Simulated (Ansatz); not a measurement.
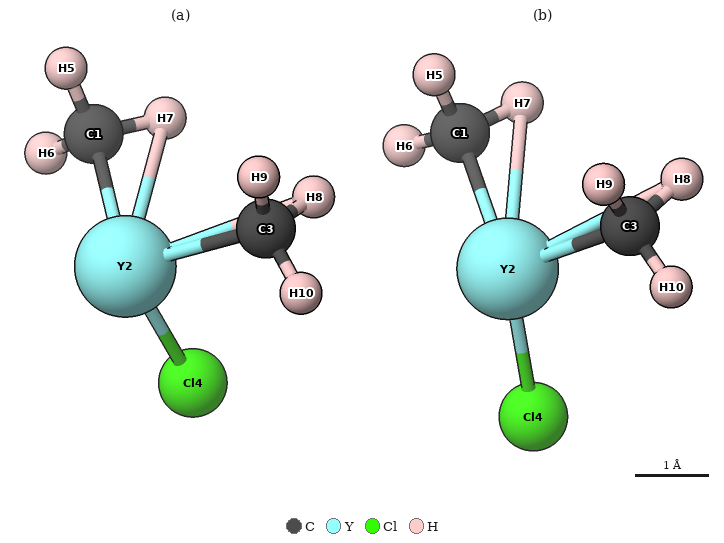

The structure of C2H6ClY before (left) and after (right) a relaxation, at one scale.

A ball-and-stick model, seen from a free direction.

The start comes from GFN2-xTB.

Theory: RKS PBE0-D4/def2-TZVP in Ansatz 0.2.0. (force threshold 0.005 eV/Å; at most 150 steps)

Describe what moved and what it gained.

The atom that moves furthest after the best rigid fit is Cl4 (0.56 Å). By element the largest moves are Cl 0.56 Å, Y 0.39 Å, H 0.34 Å, C 0.07 Å. Near-neighbour distances that change, for instance: Y2–H7 2.824 → 2.888 Å, Y2–H8 2.825 → 2.886 Å, C1–Y2 2.369 → 2.327 Å, Y2–Cl4 2.480 → 2.464 Å. Among the angles between lasting bonds that change: C1–Y2–Cl4 100.3° → 116.3°, Y2–C1–H7 102.7° → 109.6°, Y2–C3–H8 102.9° → 109.5°. Over 20 accepted moves (22 points after the start) the energy falls by 14.7 kJ/mol. The largest force component goes from 0.96 to 0.002 eV/Å. The line search rejected the trial steps at points 20, 21 of the run. The forces were under the threshold at step 8, but the run went on from there. The run took 58 s on 4 threads of Arm Neoverse V2 (shared host).
